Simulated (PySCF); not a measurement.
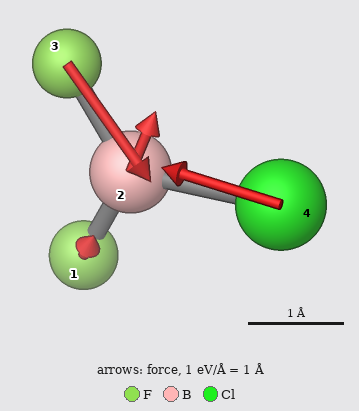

Starting geometry of BClF₂ with the computed forces as red arrows. A ball-and-stick model, seen at a tilt.

The start comes from GFN2-xTB. Its atoms were then displaced at random by about 0.03 Å.

These are results of PySCF 2.14.0, density-fitted response routines, PBE0-D3(BJ)/def2-SVP geometry optimisation, gas phase, not measurements. 

### What follows when this structure is relaxed?

It isn't relaxed: the largest force vector, on F3, is 1.54 eV/Å. The final displacements follow the starting forces only in part (cosine between the two patterns 0.83). After 6 geometry steps the energy has fallen by 7.35 kJ/mol. Cl4 moves most after the best rigid fit: 0.056 Å. Largest moves by element: Cl 0.056 Å, F 0.050 Å, B 0.017 Å. Some distances before and after: B2–Cl4 1.800 → 1.743 Å, B2–F3 1.341 → 1.310 Å. Among the angles between lasting bonds that change: F3–B2–Cl4 122.5° → 120.2°.
